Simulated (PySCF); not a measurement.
H5BrOSi2, SMILES [SiH3]O[SiH2]Br, singlet at its PBE0/def2-SVP optimised geometry (Å):

```
9

Si     1.8206     0.2844     0.0000
O      0.1548     0.2844     0.0000
Si    -1.2496     1.1335     0.0000
Br    -1.0713     2.9250    -1.3136
H      2.2722    -1.1335    -0.0465
H      2.3291     0.9339     1.2444
H      2.3316     1.0222    -1.1908
H     -1.5627     1.6257     1.3677
H     -2.3316     0.2769    -0.5450
```

Level of theory: PBE0/def2-TZVP in PySCF. Cells within 0.4 Å of a nucleus heavier than hydrogen are left out (blank, or x).

Map of the log10 of the electron density (e/bohr³), floored at −4 on the plane z = 0.0 Å:

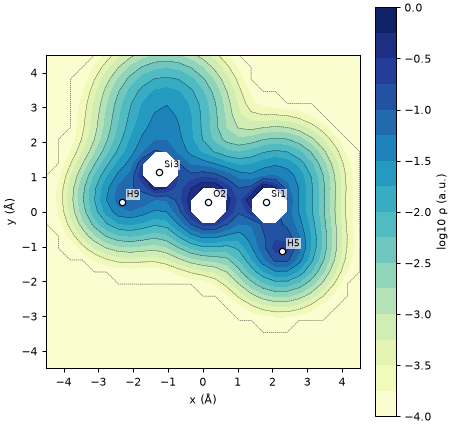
Fig. 1. Log10 of the electron density (e/bohr³), floored at −4 on the plane z = 0.0 Å.
